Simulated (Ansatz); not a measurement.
CsI (CsCl type)

```cif
data_CsI
_chemical_formula_sum 'Cs1 I1'
_space_group_name_H-M_alt 'P 1'
_space_group_IT_number 1
_cell_length_a 4.50797
_cell_length_b 4.50797
_cell_length_c 4.50797
_cell_angle_alpha 90.000
_cell_angle_beta 90.000
_cell_angle_gamma 90.000
loop_
_space_group_symop_operation_xyz
  'x, y, z'
loop_
_atom_site_label
_atom_site_type_symbol
_atom_site_fract_x
_atom_site_fract_y
_atom_site_fract_z
_atom_site_occupancy
Cs1 Cs 0.00000 0.00000 0.00000 1
I1 I 0.50000 0.50000 0.50000 1
```

The volume is varied about the relaxed value V₀ at fixed cell shape. Symmetry pins the atoms to their sites.

All values below come from PBEsol (plane waves to 420 eV, PAW, scalar-relativistic; Ansatz, a quantum-chemistry and plane-wave program). k mesh 7×7×7 (Γ-centred), Fermi-Dirac smearing 0.05 eV. E stands for the smeared free energy. CsI was relaxed with its symmetry unable to fall. Spin-orbit coupling is left out, though I is heavy. The zero of ΔE is the relaxed starting cell.

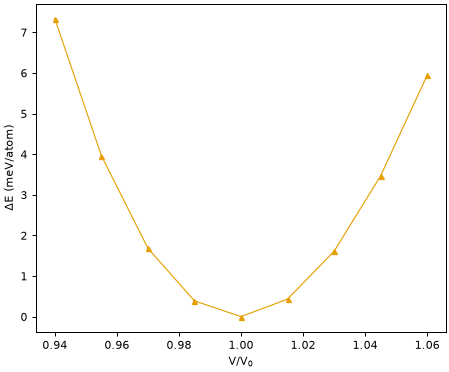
*ΔE (meV/atom) against V/V₀; computed points joined by lines.*

Question: What bulk modulus B₀ follows from a third-order Birch-Murnaghan fit?

Answer: About 13 GPa.

Question: What is ΔE at V/V₀ = 0.940?

Answer: About 7.3 meV/atom.

Question: What is ΔE at V/V₀ = 1.060?

Answer: About 5.9 meV/atom.

(Under strain, the slope of the energy per volume gives the stress and its curvature an elastic modulus.)
